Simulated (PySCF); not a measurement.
The calculation's input:

```
{"job": {"kind": "nmr", "xc": "PBE0", "basis": "pcSseg-1", "pop": false}, "charge": 0, "multiplicity": 1}
C     -2.280800     0.681800     0.223000
N     -1.012100     0.046300     0.018400
C     -0.731400    -1.225700    -0.313000
N      0.567400    -1.401700    -0.372700
C      1.056000    -0.186300    -0.060400
C      2.513900     0.121300    -0.014000
F      2.766700     1.264500     0.633300
F      3.216600    -0.837400     0.600200
F      3.038300     0.252800    -1.244500
N      0.125200     0.713600     0.179900
H     -2.128200     1.758000     0.177300
H     -2.982400     0.371700    -0.549900
H     -2.683200     0.420000     1.203400
H     -1.466700    -1.979400    -0.503000
```

Launched as:

```sh
OMP_NUM_THREADS=1 python probes_run.py task.json out
```

Geometry: GFN2-xTB, NEB image 0 of 0 to 8.

These are results of PySCF 2.14.0, PBE0/pcSseg-1, SCF density, gas phase, non-relativistic, not measurements.

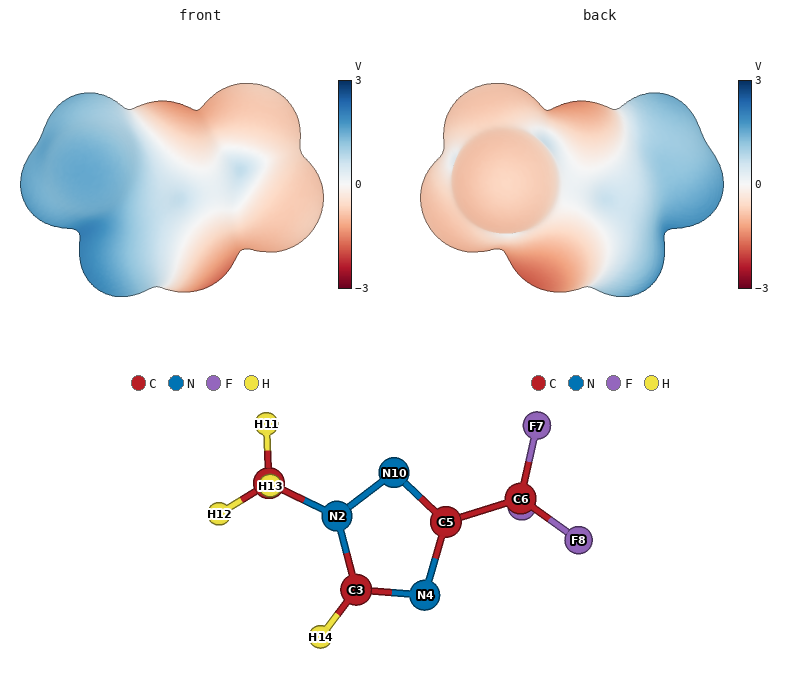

C₄H₄F₃N₃ (SMILES Cn1cnc(C(F)(F)F)n1). The molecular electrostatic potential painted on the density surface at 0.002 e/bohr³, seen from the front and from behind; the colour scale runs from red (negative) to blue (positive). The bare structure is drawn below in the same view.

Where is the surface potential most negative and most positive?

Answer. The most negative region (about −1.7 V) lies over N4, the most positive (about +2.0 V) over C1, C3 and H14. N4 is the likeliest acceptor of a hydrogen bond.

How polar is the molecule by this calculation?

Answer. Its dipole moment is 6.10 D.
